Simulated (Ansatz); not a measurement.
# CHCl2F (dichlorofluoromethane) at RPA@PBE0/def2-SVPD

Aim: the vertical singlet–triplet gap of CHCl2F (dichlorofluoromethane) at RPA@PBE0/def2-SVPD, from 2 runs. 

Program for the calculation: Ansatz 0.2.0.

78 further runs of the same task are left out: 78 set aside as unsound or not needed.

## (1) Starting point

CHCl2F has 5 atoms, charge 0, and is taken as a singlet. As SMILES, `FC(Cl)Cl`. The coordinates come from a PBE0-D4/def2-TZVP relaxation.

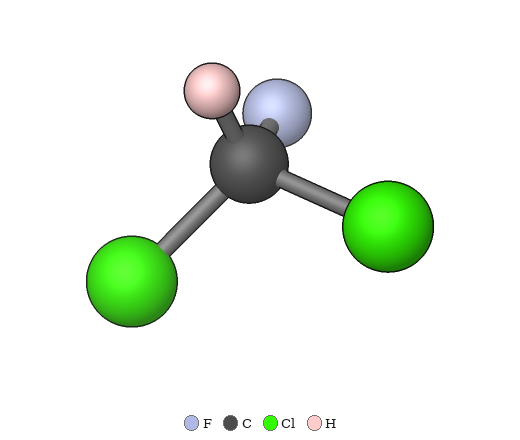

Viewed from a chosen angle; fluorine light blue, carbon dark grey, chlorine green, hydrogen pink.

## (2) A single-point energy at RPA@PBE0/def2-SVPD

File in.yaml:

```yaml
crystal:
  periodic: [false, false, false]
  atoms:
    - {symbol: F, position_ang: [-0.590600, 0.132500, 1.230400]}
    - {symbol: C, position_ang: [0.006400, 0.099400, 0.030700]}
    - {symbol: Cl, position_ang: [1.459900, -0.886800, 0.126900]}
    - {symbol: Cl, position_ang: [-1.120400, -0.525200, -1.167100]}
    - {symbol: H, position_ang: [0.294600, 1.106400, -0.262500]}
basis:
  gaussian:
    orbitals: def2-SVPD
hamiltonian:
  xc: pbe0
correlation:
  method: rpa
  frozen_orbitals: {C: 1, Cl: 5, F: 1, H: 0}
accuracy: high
```

Launch:

```console
ansatz run in.yaml --threads 1 --pin off --max-ram 3480MiB --events-out events.jsonl --progress --plain --runs-dir runs
```

The log of the run:

```text
Warning: RAYON_NUM_THREADS=1 ignored (pool sized by the plan → 1); use --threads N
Functional definition: PBE0
  name "PBE0"
  parameter a = 0.25
  parameter kappa = 0.804
  parameter beta = 0.06672455060314922
  exchange = (1 - a)*pbe_x(kappa = kappa, mu = beta*pi^2/3) + a*exact_x
  correlation = pbe_c(beta = beta)
2035 factors; integrals over basis functions are off by at most 3.6e-9 eV
mean field evaluation 1: about -28792.2088 eV, gradient 2.1e1 eV
mean field evaluation 2: about -28792.3510 eV, gradient 2.1e1 eV
mean field evaluation 4: about -28793.0181 eV, gradient 2.9e0 eV
mean field evaluation 8: about -28793.0354 eV, gradient 7.7e-2 eV
mean field evaluation 16: about -28793.0354 eV, gradient 3.2e-6 eV
mean field -28793.03541903 eV, -1058.1245350291 hartree, gradient 3.6e-8 eV, S^2 0.000000; 0 other end points of the search recorded, 0 dependent functions left out
12 core orbitals not correlated: weight in the atoms' cores, before any rotation towards them, 1.000 or more for the frozen orbitals, at most 0.000 for the correlated occupied ones
reference -28747.94461191 eV, -1056.4674784311 hartree; 13, 13 occupied and 80, 80 virtual orbitals, 2035 factors
Total energy: -28771.97764315 eV, -1057.3506760390 hartree
```

It took 12 s on 1 thread of Arm Neoverse V2, shared host; peak memory 0.35 GiB.

## (3) The triplet

File molecule.yaml:

```yaml
crystal:
  periodic: [false, false, false]
  atoms:
    - {symbol: F, position_ang: [-0.590600, 0.132500, 1.230400]}
    - {symbol: C, position_ang: [0.006400, 0.099400, 0.030700]}
    - {symbol: Cl, position_ang: [1.459900, -0.886800, 0.126900]}
    - {symbol: Cl, position_ang: [-1.120400, -0.525200, -1.167100]}
    - {symbol: H, position_ang: [0.294600, 1.106400, -0.262500]}
basis:
  gaussian:
    orbitals: def2-SVPD
magnetization:
  spin_polarized: true
  initial_magnetization: 2
hamiltonian:
  xc: {name: PBE0}
correlation:
  method: rpa
  frozen_orbitals: {C: 1, Cl: 5, F: 1, H: 0}
accuracy: high
```

Launch:

```console
ansatz run molecule.yaml --threads 1 --pin off --max-ram 3480MiB --events-out events.jsonl --progress --plain --runs-dir runs
```

The log of the run, shortened:

```text
Warning: RAYON_NUM_THREADS=1 ignored (pool sized by the plan → 1); use --threads N
Functional definition: PBE0
  name "PBE0"
[...]
2035 factors; integrals over basis functions are off by at most 3.6e-9 eV
[...]
mean field -28786.44504413 eV, -1057.8823432185 hartree, gradient 6.5e-8 eV, S^2 2.006708; 6 other end points of the search recorded, 0 dependent functions left out
12 core orbitals not correlated: weight in the atoms' cores, before any rotation towards them, 1.000 or more for the frozen orbitals, at most 0.000 for the correlated occupied ones
reference -28740.47566045 eV, -1056.1929995275 hartree; 14, 12 occupied and 79, 81 virtual orbitals, 2035 factors
Total energy: -28765.21222977 eV, -1057.1020516829 hartree
```

It took 49 s on 1 thread of Arm Neoverse V2, shared host; peak memory 0.52 GiB.

## (4) What came out

At RPA@PBE0/def2-SVPD, 12 core orbitals frozen:

```
                                        quantity           value
                           singlet: total energy  -1057.35068 Eh
       singlet: RPA correlation energy (valence)      -883.2 mEh
                           triplet: total energy  -1057.10205 Eh
       triplet: RPA correlation energy (valence)      -909.1 mEh
      triplet: ⟨S²⟩ of the reference determinant           2.007
vertical energy of the triplet above the singlet        6.765 eV
```

What this shows: At this shape the triplet lies 6.77 eV (653 kJ/mol) above the singlet.
